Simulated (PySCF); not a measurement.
SMILES O/C=C\C(C)C (C5H10O), GFN2-xTB optimised geometry. Atoms within 1.6 Å of the plane z = 0.0 Å (x, y, z in Å): C1 (1.47, 0.25, 0.00), C2 (-0.06, 0.25, 0.00), C3 (-0.59, 1.68, 0.00), C4 (-0.57, -0.49, 1.21), C5 (-1.35, -1.56, 1.21), O6 (-1.85, -2.22, 0.14), H7 (1.85, 0.74, 0.89), H8 (1.85, -0.77, -0.01), H9 (1.85, 0.77, -0.87), H10 (-0.40, -0.24, -0.92), H11 (-1.68, 1.68, -0.01), H12 (-0.23, 2.22, -0.87), H13 (-0.26, 2.20, 0.89), H16 (-1.56, -1.79, -0.68).

Level of theory: PBE/def2-TZVP in PySCF. Cells within 0.4 Å of a nucleus heavier than hydrogen are left out (blank, or x).

Map of the Laplacian of the electron density (e/bohr⁵), clipped to [-1.50, 1.50] on the plane z = 0.0 Å:

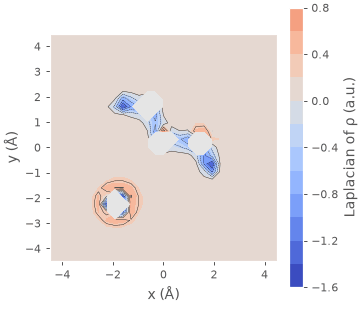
Figure. Laplacian of the electron density (e/bohr⁵), clipped to [-1.50, 1.50] on the plane z = 0.0 Å.
